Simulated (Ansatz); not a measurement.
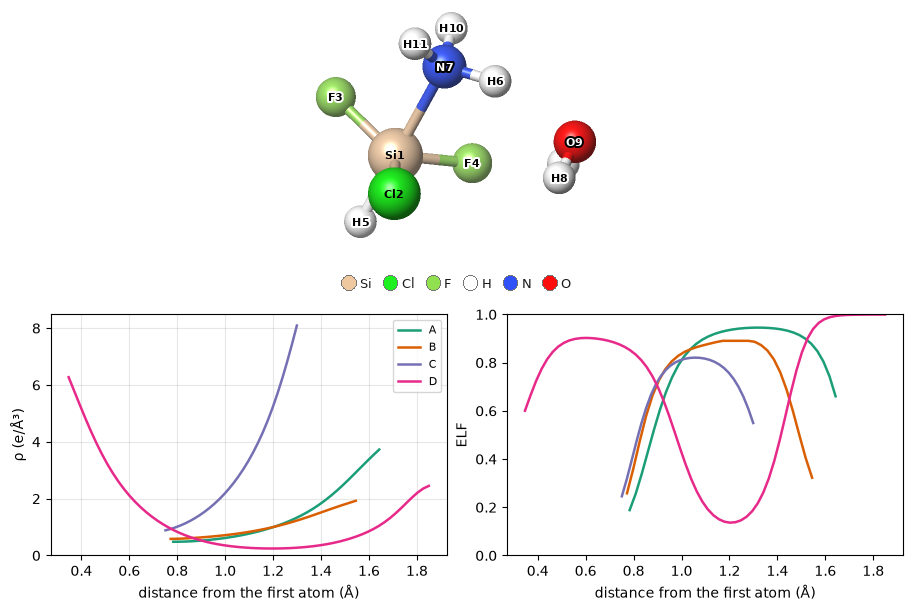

The picture shows: ClF₂H₄NSi···H₂O. Total electron density and ELF along straight lines between neighbouring atoms. The curves leave out the atomic cores. The structure is drawn too.

Level of theory: RKS PBE0/6-31G* in Ansatz.

```yaml
atoms:
  - { symbol: Si, position_ang: [-0.5366, 0.9273, -0.8246] }
  - { symbol: Cl, position_ang: [1.5571, 0.8928, -1.2179] }
  - { symbol: F, position_ang: [-1.6092, 0.3890, -1.9182] }
  - { symbol: F, position_ang: [-0.9930, 0.9989, 0.7509] }
  - { symbol: H, position_ang: [-0.6707, 2.3750, -1.1145] }
  - { symbol: H, position_ang: [0.2788, -1.1349, 0.4378] }
  - { symbol: N, position_ang: [-0.3086, -1.0383, -0.4103] }
  - { symbol: H, position_ang: [1.8722, -0.0653, 1.6603] }
  - { symbol: O, position_ang: [1.0826, -0.5204, 1.9857] }
  - { symbol: H, position_ang: [-1.2166, -1.4634, -0.2262] }
  - { symbol: H, position_ang: [0.1234, -1.5462, -1.1796] }
  - { symbol: H, position_ang: [0.4208, 0.1856, 2.0565] }
```

Which curve belongs to which contact (O–H, Si–Cl, Si–F and Si–N)? The first atom named is at distance zero.

Answer. Curve A: Si–N (2.02 Å): the density is about 0.63 e/Å³ at the midpoint; the ELF peaks at about 0.95 between the atoms: a shared but strongly polarised pair. Curve B: Si–Cl (2.13 Å): the density is about 0.79 e/Å³ at the midpoint; the ELF peaks at about 0.90 between the atoms (a polar covalent bond). Curve C: Si–F (1.62 Å): ρ at the midpoint is about 1.1 e/Å³; the ELF peaks at about 0.80 in the valence shell of F, 0.6 Å from its nucleus, and is about 0.45 at the midpoint. Curve D: O9···H6 (1.85 Å): the density falls to about 0.25 e/Å³ on the way; the ELF dips to about 0.15 between them; a closed-shell contact with the geometry of a hydrogen bond.
